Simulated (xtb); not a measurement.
# Molecular dynamics of C$_{3}$H$_{6}$OSi (part 1 of 3)

The run: molecular dynamics of C$_{3}$H$_{6}$OSi. Method and program: GFN2-xTB (xtb 6.7.1).

The geometry comes from this level: GFN2-xTB.

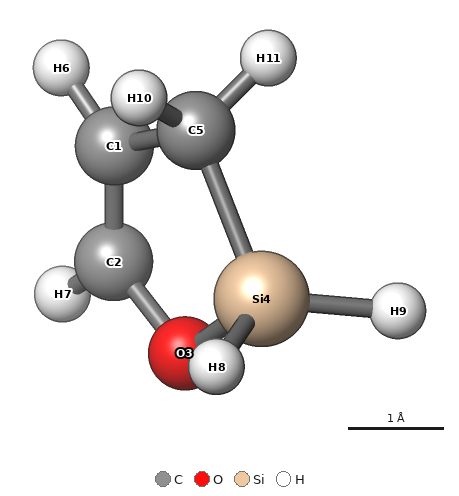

The structure as given in the input (ball-and-stick view, seen at a tilt; atoms are numbered from 1 in the order of the input). Bond lengths as drawn: C–C 1.32 to 1.50 Å, C–H 1.08 to 1.09 Å, C–O 1.37 Å, C–Si 1.91 Å, H–Si 1.46 Å and O–Si 1.65 Å.

**Input (mol.json)**
```
{
 "schema_name": "qcschema_molecule",
 "schema_version": 2,
 "symbols": [
  "C",
  "C",
  "O",
  "Si",
  "C",
  "H",
  "H",
  "H",
  "H",
  "H",
  "H"
 ],
 "geometry": [
  1.03345342,
  1.71296114,
  -1.20088316,
  2.39713649,
  1.13253176,
  0.8100311,
  1.5373111,
  -0.73880733,
  2.37313696,
  -1.16091545,
  -1.9567925,
  1.38944003,
  -1.34633538,
  0.19690946,
  -1.50868175,
  1.55915633,
  3.15482218,
  -2.53397156,
  4.15666048,
  1.96954816,
  1.40041934,
  -0.76233442,
  -4.62374409,
  0.81492549,
  -3.08639519,
  -1.48169646,
  3.3036759,
  -1.33560173,
  -0.80311471,
  -3.31044112,
  -2.99209786,
  1.43738238,
  -1.53761346
 ],
 "molecular_charge": 0,
 "molecular_multiplicity": 1
}
```

**File xtb.inp**
```
$md
   temp=500
   time=1
   step=2
   dump=50
   hmass=4
   shake=2
$end
```

Machine: 1 thread of Intel Xeon (Granite Rapids), 16 GiB of memory available, shared host.

Launch command:
```bash
xtb mol.json -I xtb.inp --omd > out.txt
```

**What the program printed**
```
* xtb version 6.7.1
   ID    Z sym.   atoms
    1    6 C      1, 2, 5
    2    8 O      3
    3   14 Si     4
    4    1 H      6-11

           -------------------------------------------------
          |                Calculation Setup                |
           -------------------------------------------------

          program call               : xtb mol.json -I xtb.inp --omd
          coordinate file            : mol.json
          omp threads                :                     1

           -------------------------------------------------
          |                 G F N 2 - x T B                 |
           -------------------------------------------------

      * Hamiltonian:
        H0-scaling (s, p, d)           1.850000    2.230000    2.230000
        zeta-weighting                 0.500000
      * Dispersion:
        s8                             2.700000
        a1                             0.520000
        a2                             5.000000
        s9                             5.000000
      * Repulsion:
        kExp                           1.500000    1.000000
        rExp                           1.000000
      * Coulomb:
        alpha                          2.000000
        third order                    shell-resolved
        anisotropic                    true
        a3                             3.000000
        a5                             4.000000
        cn-shift                       1.200000
        cn-exp                         4.000000
        max-rad                        5.000000

          ...................................................
          :                      SETUP                      :
          :.................................................:
          :  # basis functions                  32          :
          :  # atomic orbitals                  31          :
          :  # shells                           17          :
          :  # electrons                        28          :
          :  max. iterations                   250          :
          :  Hamiltonian                  GFN2-xTB          :
          :  restarted?                      false          :
          :  GBSA solvation                  false          :
          :  PC potential                    false          :
          :  electronic temp.          300.0000000     K    :
          :  accuracy                    1.0000000          :
          :  -> integral cutoff          0.2500000E+02      :
          :  -> integral neglect         0.1000000E-07      :
          :  -> SCF convergence          0.1000000E-05 Eh   :
          :  -> wf. convergence          0.1000000E-03 e    :
          :  Broyden damping             0.4000000          :
          :  net charge                          0          :
          :  unpaired electrons                  0          :
          ...................................................

 iter      E             dE          RMSdq      gap      omega  full diag
   1    -15.3932638 -0.153933E+02  0.640E+00    5.16       0.0  T
   2    -15.4748751 -0.816113E-01  0.316E+00    4.64       1.0  T
   3    -15.4695596  0.531549E-02  0.238E+00    4.95       1.0  T
   4    -15.4834110 -0.138514E-01  0.103E+00    4.89       1.0  T
   5    -15.4840873 -0.676288E-03  0.467E-01    4.91       1.0  T
   6    -15.4847108 -0.623530E-03  0.234E-01    4.90       1.0  T
   7    -15.4848811 -0.170275E-03  0.858E-02    4.90       1.0  T
   8    -15.4848861 -0.497687E-05  0.194E-02    4.90       1.6  T
   9    -15.4848864 -0.281595E-06  0.832E-03    4.90       3.6  T
  10    -15.4848865 -0.784886E-07  0.399E-03    4.90       7.5  T
  11    -15.4848865  0.510367E-08  0.290E-03    4.90      10.4  T
  12    -15.4848865 -0.339387E-07  0.307E-04    4.90      98.3  T
  13    -15.4848865  0.120242E-10  0.110E-04    4.90     273.7  T

   *** convergence criteria satisfied after 13 iterations ***

         #    Occupation            Energy/Eh            Energy/eV
      -------------------------------------------------------------
         1        2.0000           -0.7726792             -21.0257
       ...           ...                  ...                  ...
         8        2.0000           -0.4873008             -13.2601
         9        2.0000           -0.4759638             -12.9516
        10        2.0000           -0.4599834             -12.5168
        11        2.0000           -0.4386490             -11.9362
        12        2.0000           -0.4363703             -11.8742
        13        2.0000           -0.4023893             -10.9496
        14        2.0000           -0.3755515             -10.2193 (HOMO)
        15                         -0.1953350              -5.3153 (LUMO)
        16                         -0.1888238              -5.1382
        17                         -0.1698134              -4.6209
        18                         -0.1376078              -3.7445
        19                         -0.0260144              -0.7079
       ...                                ...                  ...
        31                          0.7204895              19.6055
      -------------------------------------------------------------
                  HL-Gap            0.1802165 Eh            4.9039 eV
             Fermi-level           -0.2854432 Eh           -7.7673 eV

 SCC (total)                   0 d,  0 h,  0 min,  0.005 sec
 SCC setup                      ...        0 min,  0.000 sec (  1.299%)
 Dispersion                     ...        0 min,  0.000 sec (  0.855%)
 classical contributions        ...        0 min,  0.000 sec (  0.265%)
 integral evaluation            ...        0 min,  0.001 sec ( 18.020%)
 iterations                     ...        0 min,  0.002 sec ( 49.502%)
 molecular gradient             ...        0 min,  0.001 sec ( 28.888%)
 printout                       ...        0 min,  0.000 sec (  1.018%)

         :::::::::::::::::::::::::::::::::::::::::::::::::::::
         ::                     SUMMARY                     ::
         :::::::::::::::::::::::::::::::::::::::::::::::::::::
         :: total energy             -15.294941574882 Eh    ::
         :: gradient norm              0.000663006252 Eh/a0 ::
         :: HOMO-LUMO gap              4.903940600505 eV    ::
         ::.................................................::
         :: SCC energy               -15.484881103634 Eh    ::
         :: -> isotropic ES            0.034498277613 Eh    ::
         :: -> anisotropic ES          0.002988644330 Eh    ::
         :: -> anisotropic XC          0.003551802405 Eh    ::
         :: -> dispersion             -0.006815931265 Eh    ::
         :: repulsion energy           0.189939528752 Eh    ::
         :: add. restraining           0.000000000000 Eh    ::
         :: total charge              -0.000000000000 e     ::
         :::::::::::::::::::::::::::::::::::::::::::::::::::::

      -----------------------------------------------------------
     |                   =====================                   |
     |                        A N C O P T                        |
     |                   =====================                   |
     |               Approximate Normal Coordinate               |
     |                Rational Function Optimizer                |
      -----------------------------------------------------------
      -----------------------------------------------------------
     |                   =====================                   |
     |                        A N C O P T                        |
     |                   =====================                   |
     |               Approximate Normal Coordinate               |
     |                Rational Function Optimizer                |
      -----------------------------------------------------------

          ...................................................
          :                      SETUP                      :
          :.................................................:
          :   optimization level             loose          :
          :   max. optcycles                   200          :
          :   ANC micro-cycles                  20          :
          :   degrees of freedom                27          :
          :.................................................:
          :   RF solver                   davidson          :
          :   write xtbopt.log                true          :
          :   linear?                        false          :
          :   energy convergence         0.5000000E-04 Eh   :
          :   grad. convergence          0.4000000E-02 Eh/α :
          :   maxmium RF displ.          1.0000000          :
          :   Hlow (freq-cutoff)         0.1000000E-01      :
          :   Hmax (freq-cutoff)         5.0000000          :
          :   S6 in model hess.         20.0000000          :
          ...................................................

generating ANC from exact Hessian ...
Using Lindh-Hessian (1995)
 Shifting diagonal of input Hessian by    9.8413467580557579E-004
 Lowest  eigenvalues of input Hessian
    0.000000    0.000000    0.000000    0.000000    0.000000    0.000000
    0.010000    0.014524    0.020222    0.021187    0.033929    0.038961
    0.049530    0.062334    0.073418    0.076356    0.108873    0.110556
 Highest eigenvalues
    1.053740    1.071906    1.244929    1.431195    1.793260    2.017930

........................................................................
.............................. CYCLE    1 ..............................
........................................................................

 iter      E             dE          RMSdq      gap      omega  full diag
   1    -15.4848865 -0.154849E+02  0.376E-05    4.90       0.0  T
   2    -15.4848865 -0.298428E-12  0.210E-05    4.90    1436.6  T
   3    -15.4848865  0.113864E-11  0.206E-05    4.90    1465.9  T
     SCC iter.                  ...        0 min,  0.001 sec
     gradient                   ...        0 min,  0.001 sec
 * total energy  :   -15.2949416 Eh     change       -0.7763568E-10 Eh
   gradient norm :     0.0006628 Eh/α   predicted     0.0000000E+00 (-100.00%)
   displ. norm   :     0.0061561 α      lambda       -0.7653641E-06
   maximum displ.:     0.0032625 α      in ANC's #4, #5, #2, ...

   *** GEOMETRY OPTIMIZATION CONVERGED AFTER 1 ITERATIONS ***

------------------------------------------------------------------------
 total energy gain   :        -0.0000000 Eh       -0.0000 kcal/mol
 total RMSD          :         0.0000000 a0        0.0000 Å
 total power (kW/mol):        -0.0000002 (step)   -0.0001 (real)
------------------------------------------------------------------------

 ANCopt (total)                0 d,  0 h,  0 min,  0.004 sec
 optimizer setup                ...        0 min,  0.000 sec (  1.241%)
 model hessian                  ...        0 min,  0.001 sec ( 17.448%)
 ANC generation                 ...        0 min,  0.000 sec (  3.748%)
 coordinate transformation      ...        0 min,  0.000 sec (  0.200%)
 single point calculation       ...        0 min,  0.003 sec ( 70.756%)
 optimization log               ...        0 min,  0.000 sec (  1.334%)
 hessian update                 ...        0 min,  0.000 sec (  0.018%)
 rational function              ...        0 min,  0.000 sec (  2.133%)

================
 final structure:
================
{
  "schema_version": 2,
  "schema_name": "qcschema_molecule",
  "provenance": {
    "creator": "mctc-lib",
    "version": "0.5.2",
    "routine": "mctc_io_write_qcschema::write_qcschema"
  },
  "comment": " xtb: 6.7.1",
  "symbols": [
    "C",
    "C",
    "O",
    "Si",
    "C",
    "H",
    "H",
    "H",
    "H",
    "H",
    "H"
  ],
  "atomic_numbers": [
    6,
    6,
    8,
    14,
    6,
    1,
    1,
    1,
    1,
    1,
    1
  ],
  "geometry": [
     1.0334534200000001E+00, 1.7129611400000000E+00,-1.2008831600000001E+00,
     2.3971364899999998E+00, 1.1325317600000000E+00, 8.1003110000000000E-01,
     1.5373110999999999E+00,-7.3880732999999998E-01, 2.3731369600000001E+00,
    -1.1609154500000001E+00,-1.9567924999999999E+00, 1.3894400300000000E+00,
    -1.3463353800000000E+00, 1.9690946000000001E-01,-1.5086817500000000E+00,
     1.5591563300000000E+00, 3.1548221800000000E+00,-2.5339715599999999E+00,
     4.1566604800000002E+00, 1.9695481600000000E+00, 1.4004193400000000E+00,
    -7.6233441999999996E-01,-4.6237440899999998E+00, 8.1492549000000003E-01,
    -3.0863951900000002E+00,-1.4816964600000000E+00, 3.3036759000000000E+00,
    -1.3356017300000000E+00,-8.0311471000000001E-01,-3.3104411200000001E+00,
    -2.9920978599999999E+00, 1.4373823800000001E+00,-1.5376134600000000E+00
  ],
  "molecular_charge": 0
}

 Bond Distances (Angstroems)
 ---------------------------
C1-C2=1.3219         C1-C5=1.5020         C1-H6=1.0757         C2-C1=1.3219         C2-O3=1.3682         C2-H7=1.0774
O3-C2=1.3682         O3-Si4=1.6508        Si4-O3=1.6508        Si4-C5=1.9132        Si4-H8=1.4590        Si4-H9=1.4586
C5-C1=1.5020         C5-Si4=1.9132        C5-H10=1.0905        C5-H11=1.0907        H6-C1=1.0757         H7-C2=1.0774
H8-Si4=1.4590        H9-Si4=1.4586        H10-C5=1.0905        H11-C5=1.0907
 C  H  Rav=1.0836 sigma=0.0070  Rmin=1.0757  Rmax=1.0907     4
 C  C  Rav=1.4120 sigma=0.0901  Rmin=1.3219  Rmax=1.5020     2
 O  C  Rav=1.3682 sigma=0.0000  Rmin=1.3682  Rmax=1.3682     1
 Si H  Rav=1.4588 sigma=0.0002  Rmin=1.4586  Rmax=1.4590     2
 Si C  Rav=1.9132 sigma=0.0000  Rmin=1.9132  Rmax=1.9132     1
 Si O  Rav=1.6508 sigma=0.0000  Rmin=1.6508  Rmax=1.6508     1

 selected bond angles (degree)
 --------------------
C5-C1-C2=114.89                H6-C1-C2=123.47                H6-C1-C5=121.64                O3-C2-C1=118.25
H7-C2-C1=127.57                H7-C2-O3=114.18                Si4-O3-C2=112.31               C5-Si4-O3= 93.70
H8-Si4-O3=108.56               H8-Si4-C5=114.62               H9-Si4-O3=108.54               H9-Si4-C5=114.72
H9-Si4-H8=114.36               Si4-C5-C1=100.85               H10-C5-C1=110.47               H10-C5-Si4=114.30
H11-C5-C1=110.46               H11-C5-Si4=114.25              H11-C5-H10=106.50

 selected dihedral angles (degree)
 ---------------------------------
O3-C2-C1-C5=  0.00            O3-C2-C1-H6=180.01            H7-C2-C1-C5=180.07            H7-C2-C1-H6=  0.06
Si4-O3-C2-C1=  0.00           Si4-O3-C2-H7=179.95           C5-Si4-O3-C2=  0.00           H8-Si4-O3-C2=117.52
H9-Si4-O3-C2=242.37           Si4-C5-C1-C2=  0.00           Si4-C5-C1-H6=179.99           H10-C5-C1-C2=238.73
H10-C5-C1-H6= 58.74           H11-C5-C1-C2=121.17           H11-C5-C1-H6=301.18           C1-C5-Si4-O3=  0.00
C1-C5-Si4-H8=247.64           C1-C5-Si4-H9=112.37           H10-C5-Si4-O3=118.51          H10-C5-Si4-H8=  6.14
H10-C5-Si4-H9=230.87          H11-C5-Si4-O3=241.54          H11-C5-Si4-H8=129.17          H11-C5-Si4-H9=353.91
           -------------------------------------------------
          |                Final Singlepoint                |
           -------------------------------------------------

          ...................................................
          :                      SETUP                      :
          :.................................................:
          :  # basis functions                  32          :
          :  # atomic orbitals                  31          :
          :  # shells                           17          :
          :  # electrons                        28          :
          :  max. iterations                   250          :
          :  Hamiltonian                  GFN2-xTB          :
          :  restarted?                      false          :
          :  GBSA solvation                  false          :
          :  PC potential                    false          :
          :  electronic temp.          300.0000000     K    :
          :  accuracy                    1.0000000          :
          :  -> integral cutoff          0.2500000E+02      :
          :  -> integral neglect         0.1000000E-07      :
          :  -> SCF convergence          0.1000000E-05 Eh   :
          :  -> wf. convergence          0.1000000E-03 e    :
          :  Broyden damping             0.4000000          :
          :  net charge                          0          :
          :  unpaired electrons                  0          :
          ...................................................

 iter      E             dE          RMSdq      gap      omega  full diag
   1    -15.4848865 -0.154849E+02  0.575E-06    4.90       0.0  T
   2    -15.4848865 -0.142109E-13  0.314E-06    4.90    9589.4  T
   3    -15.4848865 -0.142109E-13  0.226E-06    4.90   13323.6  T

   *** convergence criteria satisfied after 3 iterations ***
```
